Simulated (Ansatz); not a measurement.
# Calculations on InAsH3

Part 1: Relaxation

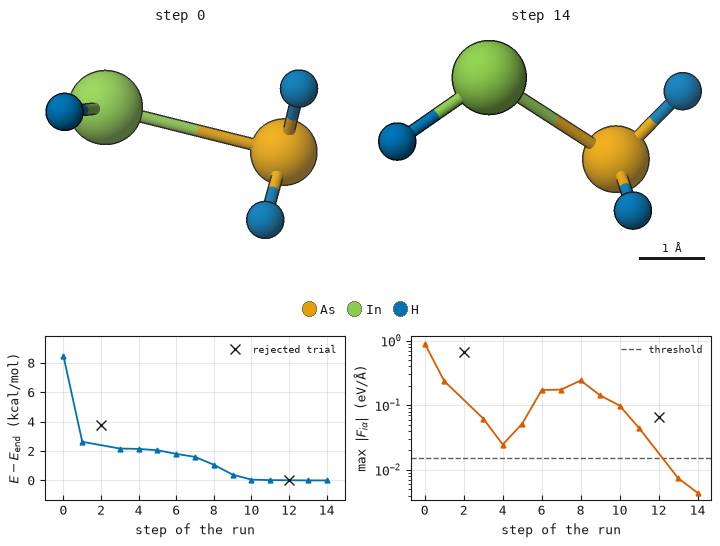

First and last geometry of a relaxation of InAsH3 (multiplicity 2), with the history of the run. The picture is a ball-and-stick view, seen at a tilt.

The run prepares an end point of a later path (torsion) calculation, from a guessed geometry.

These are results of Ansatz 0.2.0, UKS PBE/def2-SVPD, not measurements.

Input file:
```yaml
crystal:
  periodic: [false, false, false]
  atoms:
    - { symbol: As, position_ang: [-0.44523, -1.52976, 0.47199] }
    - { symbol: In, position_ang: [1.38361, 0.75712, 0.53835] }
    - { symbol: H, position_ang: [-1.4596, -0.42598, 0.67478] }
    - { symbol: H, position_ang: [-0.4299, -1.20378, -1.00483] }
    - { symbol: H, position_ang: [0.95113, 2.40241, -0.68029] }
magnetization:
  spin_polarized: true
  initial_magnetization: 1
basis:
  gaussian: { orbitals: def2-SVPD }
hamiltonian:
  xc: pbe
relax:
  f_tol: 0.015
  max_steps: 40
```

Launched with:
```bash
ansatz run input.yaml --threads 2 --pin off --max-ram 3072MiB --backend cpu --events-out ev --progress --plain --runs-dir out
```

> Read the history and describe the run.

It converged. In2 moves most after the best rigid fit: 1.05 Å. By element the largest moves are In 1.05 Å, H 0.92 Å, As 0.46 Å. Among the contacts that change: In2–H5 2.093 → 1.808 Å, As1–In2 2.929 → 2.714 Å, As1–H4 1.512 → 1.546 Å, As1–H3 1.513 → 1.540 Å. Bond angles that change, for instance: In2–As1–H3 81.1° → 92.4°, In2–As1–H4 81.2° → 87.2°, H3–As1–H4 88.9° → 91.5°. Groups turn about As1–In2 by about 110°. After 12 accepted moves (14 points after the start) the energy has fallen by 8.47 kcal/mol. Largest force component: 0.9 eV/Å at the start, 0.0044 eV/Å at the end. The line search rejected the trial steps at points 2, 12 of the run.

```
step  E − E(0), kcal/mol  largest force component, eV/Å      note
   0                0.00                         0.9008          
   1               -5.84                         0.2362          
   2               -4.68                         0.6763  rejected
   3               -6.30                         0.0623          
   4               -6.32                         0.0246          
   5               -6.41                         0.0520          
   6               -6.66                         0.1720          
   7               -6.87                         0.1748          
   8               -7.41                         0.2418          
   9               -8.08                         0.1422          
  10               -8.41                         0.0986          
  11               -8.45                         0.0443          
  12               -8.43                         0.0648  rejected
  13               -8.47                         0.0075          
  14               -8.47                         0.0044
```

Part 2: Relaxation

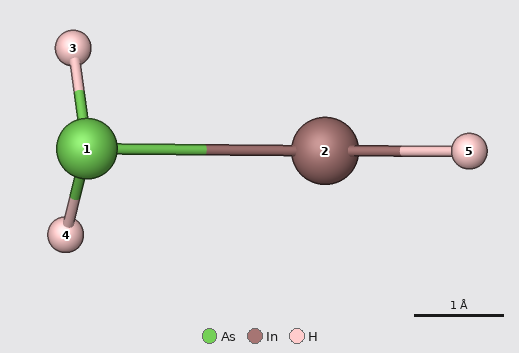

Starting structure of InAsH₃ (multiplicity 2). Style: ball-and-stick. Shown face on.

The run prepares an end point of a later path (torsion) calculation, from a guessed geometry.

Computed with Ansatz, UKS PBE/def2-SVPD.

The input:
```yaml
crystal:
  periodic: [false, false, false]
  atoms:
    - { symbol: As, position_ang: [-0.44523, -1.52976, 0.47199] }
    - { symbol: In, position_ang: [1.38361, 0.75712, 0.53835] }
    - { symbol: H, position_ang: [-1.4596, -0.42598, 0.67478] }
    - { symbol: H, position_ang: [-0.4299, -1.20378, -1.00483] }
    - { symbol: H, position_ang: [3.0486, 0.65302, 1.80171] }
magnetization:
  spin_polarized: true
  initial_magnetization: 1
basis:
  gaussian: { orbitals: def2-SVPD }
hamiltonian:
  xc: pbe
relax:
  f_tol: 0.015
  max_steps: 40
output:
  orbitals: {}
```

Run as
```bash
ansatz run input.yaml --threads 2 --pin off --max-ram 3072MiB --backend cpu --events-out ev --progress --plain --runs-dir out
```

### What does the optimiser find from here?

Over 10 accepted moves (12 points after the start) the energy falls by 0.348 eV. Largest force component: 0.91 eV/Å at the start, 0.012 eV/Å at the end. The line search rejected the trial steps at points 7, 10 of the run. The largest move after the best rigid fit is that of H5, 0.66 Å. By element the largest moves are H 0.66 Å, In 0.61 Å, As 0.24 Å. Among the contacts that change: In2–H5 2.093 → 1.809 Å, As1–In2 2.929 → 2.714 Å, As1–H3 1.513 → 1.546 Å, As1–H4 1.512 → 1.540 Å. Among the angles between lasting bonds that change: In2–As1–H4 81.2° → 92.5°, In2–As1–H3 81.1° → 87.3°, H3–As1–H4 88.9° → 91.4°. Groups turn about As1–In2 by about 60°.

The structure at the end:

```xyz
5

As   -0.2517   -1.4692    0.3482
In    1.7683    0.3426    0.3077
H    -1.1331   -0.3654    0.9756
H    -0.7140   -1.0852   -1.0697
H     2.4280    0.8278    1.9202
```

After the run, drawn alike:

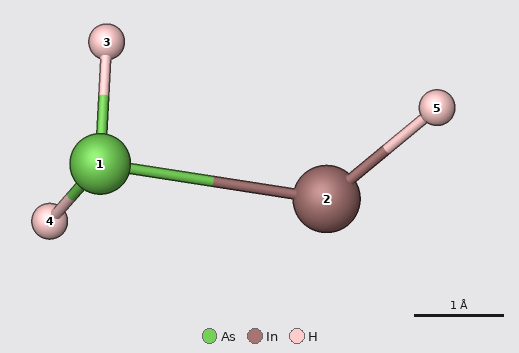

Part 3: Path

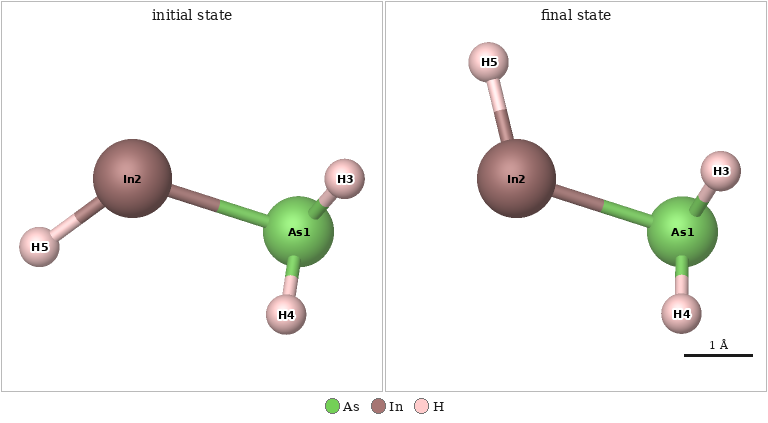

The two relaxed end points of a path for InAsH$_{3}$ (multiplicity 2). The picture is a ball-and-stick view, seen face on.

Level of theory: Ansatz, UKS PBE/def2-SVPD.

Input file:
```yaml
crystal:
  periodic: [false, false, false]
  atoms:
    - { symbol: As, position_ang: [-0.118978, -1.283982, 0.27529] }
    - { symbol: In, position_ang: [0.576785, 1.331698, 0.470052] }
    - { symbol: H, position_ang: [-1.4283, -1.060403, 1.05486] }
    - { symbol: H, position_ang: [-0.806628, -0.923954, -1.061601] }
    - { symbol: H, position_ang: [1.777132, 1.936651, -0.738601] }
magnetization:
  spin_polarized: true
  initial_magnetization: 1
basis:
  gaussian: { orbitals: def2-SVPD }
hamiltonian:
  xc: pbe
neb:
  order_check: false
  images: 9
  f_tol: 0.05
  max_iterations: 60
  initial_path: idpp
  final_atoms:
    - { symbol: As, position_ang: [-0.10243195, -1.30848094, 0.051583] }
    - { symbol: In, position_ang: [0.63854112, 1.18436456, -0.72388575] }
    - { symbol: H, position_ang: [-0.94369184, -0.63579847, 1.16002056] }
    - { symbol: H, position_ang: [-1.30717645, -1.3212677, -0.9075592] }
    - { symbol: H, position_ang: [1.71477011, 2.08119255, 0.41984139] }
```

Run as
```bash
ansatz run input.yaml --threads 2 --pin off --max-ram 3072MiB --backend cpu --events-out ev --progress --plain --runs-dir out
```

### Predict the minimum-energy path and its barrier.

The two ends have the same energy, and the highest point, image 5, lies 0.032 eV above the start. The motion is a rotation about the As1–In2 bond by about 130°. No bond forms or breaks between the ends. Among the angles between lasting bonds that change up to the highest image: In2–As1–H4 87.2° → 90.1°, In2–As1–H3 92.4° → 90.2°. The band converged in 4 iterations. The largest component of the band force went from 0.54 to 0.042 eV/Å. The climbing image converged on the top of the path. Its vibrational analysis gives one imaginary mode (123i cm⁻¹), as a transition state must have.

Energies of the converged images:

```csv
image,path (Å),E (eV)
0,0.00,0.000
1,0.22,0.003
2,0.44,0.011
3,0.66,0.021
4,0.88,0.029
5,1.09,0.032
6,1.31,0.029
7,1.53,0.022
8,1.75,0.012
9,1.97,0.004
10,2.18,0.000
```

The geometry at the top of the path:

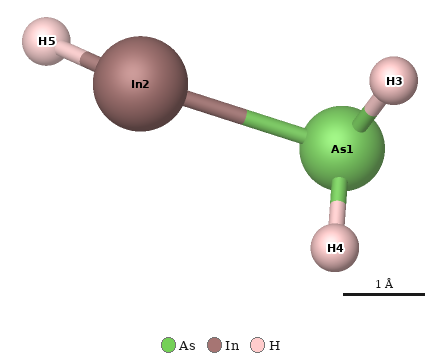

Cost: 76 s on 2 threads of Intel(R) Xeon(R) Platinum 8488C (Sapphire Rapids), with other jobs on the host, peak memory 0.19 GiB.
